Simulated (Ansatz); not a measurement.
**AlB$_{3}$P$_{4}$: density, localisation and related maps**

```cif
data_structure
_symmetry_space_group_name_H-M 'P 1'
_symmetry_Int_Tables_number 1
_cell_length_a 3.3526
_cell_length_b 3.3526
_cell_length_c 33.7697
_cell_angle_alpha 90.000
_cell_angle_beta 90.000
_cell_angle_gamma 120.000
_cell_volume 328.72
loop_
_atom_site_label
_atom_site_type_symbol
_atom_site_fract_x
_atom_site_fract_y
_atom_site_fract_z
_atom_site_occupancy
B1 B 0.66667 0.33333 0.32726 1
B2 B 0.33333 0.66667 0.66059 1
B3 B 0.00000 0.00000 0.99392 1
B4 B 0.00000 0.00000 0.25053 1
B5 B 0.66667 0.33333 0.58387 1
B6 B 0.33333 0.66667 0.91720 1
B7 B 0.33333 0.66667 0.17355 1
B8 B 0.00000 0.00000 0.50689 1
B9 B 0.66667 0.33333 0.84022 1
Al1 Al 0.66667 0.33333 0.08433 1
Al2 Al 0.33333 0.66667 0.41767 1
Al3 Al 0.00000 0.00000 0.75100 1
P1 P 0.00000 0.00000 0.30881 1
P2 P 0.66667 0.33333 0.64214 1
P3 P 0.33333 0.66667 0.97548 1
P4 P 0.33333 0.66667 0.23181 1
P5 P 0.00000 0.00000 0.56514 1
P6 P 0.66667 0.33333 0.89848 1
P7 P 0.66667 0.33333 0.15474 1
P8 P 0.33333 0.66667 0.48807 1
P9 P 0.00000 0.00000 0.82141 1
P10 P 0.00000 0.00000 0.05230 1
P11 P 0.66667 0.33333 0.38563 1
P12 P 0.33333 0.66667 0.71897 1
```

Space group R3m; started from the ordered alloy on zincblende lattice prototype, which need not be the ambient phase.

Theory: DFT, r2SCAN, plane waves, PAW in Ansatz.

Core electrons are frozen (PAW), and the valence fields are smoothed inside the atomic spheres.

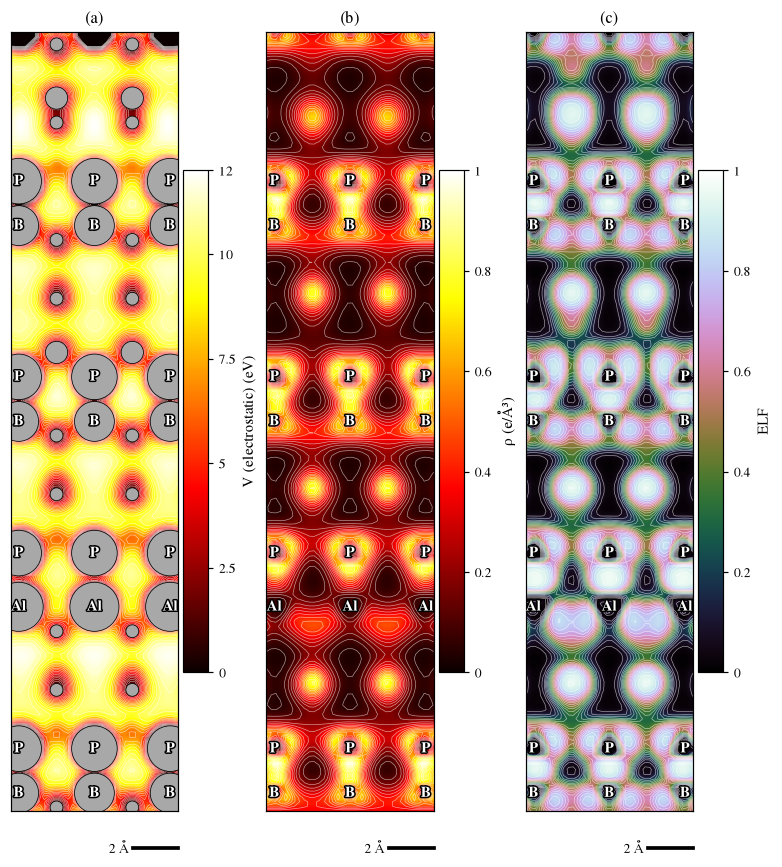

Figure 1. (a) electrostatic potential (local pseudopotential plus Hartree) felt by an electron; (b) valence electron density; (c) electron localisation function on the (100) plane of the conventional cell. Grey discs cover the atomic cores in the potential map.

**What does the map show?**

Atoms in the plane: B, Al and P.
B–P (1.97 Å): the density is about 0.92 e/Å³ at the midpoint; the ELF peaks at about 0.95 between the atoms (a shared electron pair).
Al–P (2.38 Å): ρ at the midpoint is about 0.55 e/Å³; the ELF peaks at about 1 between the atoms (a covalent bond).
Between the atoms the lowest density in this plane is 0.03 e/Å³.
Outside the cores the potential energy rises away from the atoms and is highest about 1.9 Å from the nearest atoms; its zero is arbitrary.

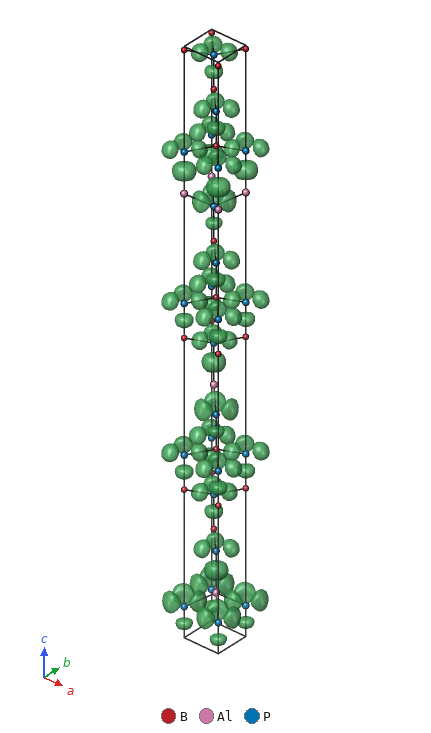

Figure 2. Isosurface of the electron localisation function at 0.85 (green), seen slightly off an axis. Only the valence region is drawn (cores and ρ < 0.01 e/Å³ removed). Sticks mark near contacts.

**What do the ELF domains correspond to?**

At this value the surface marks out twelve regions between bonded Al–P atoms (shared pairs) and 36 regions between bonded B–P atoms (shared pairs), counted in one cell of 24 atoms. Regions shared between cells count once. Profiles from the grid: Al–P (2.22 Å): the ELF peaks at about 0.95 between the atoms; a shared electron pair.
